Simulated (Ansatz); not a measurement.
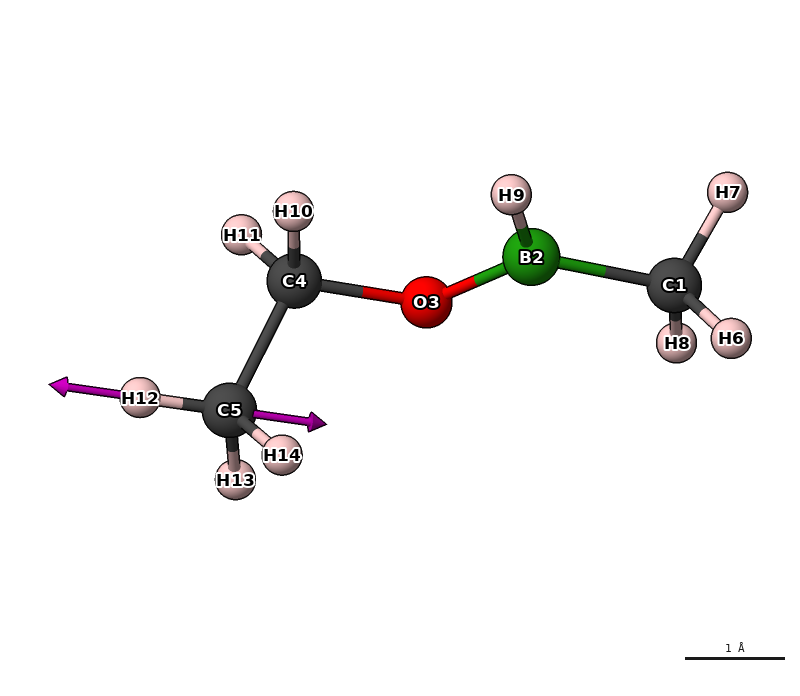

Arrows show the forces on the atoms, 0.1 Å of arrow for 1 eV/Å; forces under a tenth of the largest aren't drawn. Level of theory: PBE0-D4/def2-TZVP (Ansatz 0.2.0).

Q: Along which bond is the force strongest?

A: C5–H12, now 0.942 Å: the forces push its atoms apart, so a first step downhill lengthens it.

List the force components in the frame of the picture (x right, y up, z towards the viewer), in eV/Å.

| atom | Fx | Fy | Fz |
| --- | --- | --- | --- |
| C1 | 0.00 | 0.00 | 0.00 |
| B2 | 0.00 | 0.00 | 0.00 |
| O3 | 0.00 | 0.00 | 0.00 |
| C4 | 0.00 | 0.00 | 0.00 |
| C5 | 7.49 | −1.08 | −1.95 |
| H6 | 0.00 | 0.00 | 0.00 |
| H7 | 0.00 | 0.00 | 0.00 |
| H8 | 0.00 | 0.00 | 0.00 |
| H9 | 0.00 | 0.00 | 0.00 |
| H10 | 0.00 | 0.00 | 0.00 |
| H11 | 0.00 | 0.00 | 0.00 |
| H12 | −7.49 | 1.08 | 1.95 |
| H13 | 0.00 | 0.00 | 0.00 |
| H14 | 0.00 | 0.00 | 0.00 |
